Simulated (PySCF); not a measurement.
Breaking a bond: HI, singlet.

Methods: RHF/def2-TZVP, def2 effective core potentials past Kr (PySCF); RKS-r2SCAN = restricted r2SCAN/def2-TZVP, def2 effective core potentials past Kr in PySCF; UKS-B3LYP = unrestricted B3LYP/def2-TZVP, def2 effective core potentials past Kr run with PySCF.

Magnitude of the dipole moment (D; its direction can reverse along the curve, and a method can change to another solution) and Mulliken charge of the fragment that holds I1:

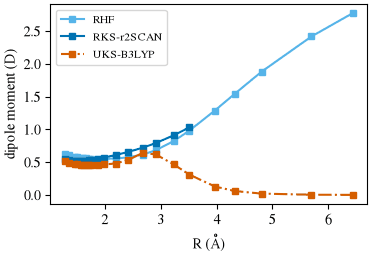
Fig. 1. Dipole moment against bond length.

```tsv
R / Å	μ RHF	q RHF	μ RKS-r2SCAN	q RKS-r2SCAN	μ UKS-B3LYP	q UKS-B3LYP
1.28	0.63	-0.07	0.55	-0.11	0.51	-0.08
1.36	0.60	-0.09	0.53	-0.12	0.49	-0.10
1.47	0.58	-0.11	0.52	-0.14	0.47	-0.11
1.50	0.57	-0.12	0.52	-0.14	0.47	-0.11
1.57	0.57	-0.13	0.52	-0.14	0.46	-0.12
1.61	0.56	-0.13	0.52	-0.15	0.46	-0.12
1.66	0.56	-0.14	0.52	-0.15	0.46	-0.12
1.71	0.56	-0.14	0.53	-0.15	0.46	-0.12
1.75	0.55	-0.14	0.53	-0.15	0.46	-0.12
1.88	0.55	-0.14	0.55	-0.15	0.46	-0.12
1.98	0.55	-0.14	0.57	-0.14	0.47	-0.12
2.19	0.56	-0.13	0.61	-0.13	0.48	-0.11
2.42	0.57	-0.12	0.66	-0.12	0.54	-0.10
2.68	0.62	-0.10	0.72	-0.10	0.64	-0.08
2.91	0.68	-0.09	0.79	-0.09	0.62	-0.06
3.23	0.82	-0.09	0.91	-0.08	0.47	-0.04
3.51	0.98	-0.09	1.03	-0.08	0.31	-0.02
3.97	1.29	-0.09	—	—	0.13	-0.01
4.33	1.55	-0.09	—	—	0.06	0.00
4.81	1.88	-0.09	—	—	0.02	0.00
5.70	2.42	-0.09	—	—	0.00	0.00
6.44	2.77	-0.09	—	—	0.00	0.00
```

A dash means that the run gave no value there, or that the column was ended at a point which the program doubted or which failed a test of continuity chosen for this set; such a test can also cut sound points.

The restricted form behind RHF, RKS-r2SCAN keeps the bonding electrons paired and can't separate into open-shell fragments. The unrestricted determinant behind UKS-B3LYP is spin-contaminated at 2.42 to 6.44 Å (<S²> up to 1.0, against 0.00 for a pure singlet).
